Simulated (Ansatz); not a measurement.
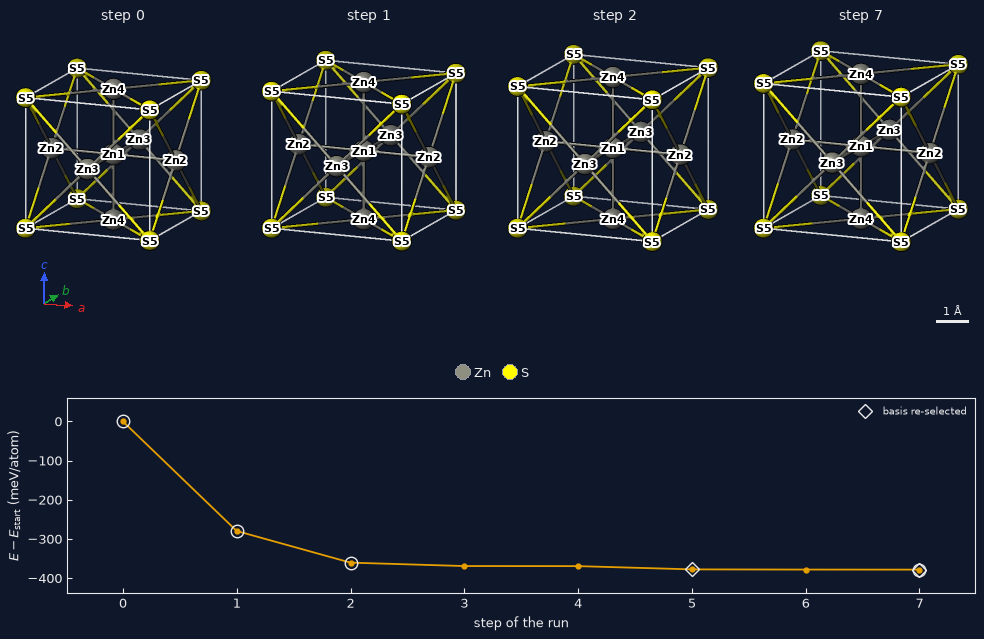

Frames of a relaxation of crystalline Zn₄S (a generated structure, set up in Pm-3m) (coarse preliminary run), marked on the history of the run. The picture is a ball-and-stick view of the cell of the calculation, seen slightly off an axis.

The calculation used DFT PBE, scalar-relativistic, plane waves, PAW (Ansatz 0.2.0).

Input
```yaml
crystal:
  lattice:
    - [4.25018958, 0.0, 0.0]
    - [0.0, 4.25018958, 0.0]
    - [0.0, 0.0, 4.25018958]
  atoms:
    - { symbol: Zn, position: [0.5, 0.5, 0.5] }
    - { symbol: Zn, position: [0.0, 0.5, 0.5] }
    - { symbol: Zn, position: [0.5, 0.0, 0.5] }
    - { symbol: Zn, position: [0.5, 0.5, 0.0] }
    - { symbol: S, position: [0.0, 0.0, 0.0] }
basis:
  ecutwfc: 420
kpoints:
  mp_grid: { grid: [4, 4, 4] }
hamiltonian:
  xc: pbe
scf:
  occupations: { method: gaussian, width: 0.1 }
  lower_state_search: "off"
output:
  forces: true
  stress: true
  eigenvalues: true
relax:
  adjacent_minimum: "off"
  f_tol: 0.04
  max_steps: 70
  cell: { stress_tol: 0.4 }
```

Launched with:
```bash
ansatz run input.yaml --threads 1 --pin off --max-ram 2560MiB --backend cpu --events-out ev --progress --plain --runs-dir out
```

> What happens along the run?

The atoms keep their places relative to the cell (all moves are under 0.005 Å). Cell: a = b = c 4.250 → 4.709 Å (+10.8 %). Volume +36.0 %. Near-neighbour distances that change, for instance: Zn2–S5 3.005 → 3.330 Å, Zn1–Zn2 2.125 → 2.355 Å. The space group stays Pm-3m (No. 221). Over 5 accepted moves (7 points after the start) the energy falls by 378 meV per atom. All forces vanish by symmetry, so only the cell relaxes. The pressure goes from 28.94 to 0.11 GPa. The SCF was repeated twice at an unchanged geometry on a basis and grid sized afresh for the cell, which shifted the energy by 8.3 meV per atom at most. Cost: 20 s on 1 thread of Intel(R) Xeon(R) Processor @ 2.70GHz, on a shared host, peak memory 0.39 GiB. From step 0 to 1: volume +15.3 %, energy −280 meV per atom. From step 1 to 2: volume +10.8 %, energy −80.7 meV per atom. From step 2 to 7: volume +6.5 %, energy −17.8 meV per atom.
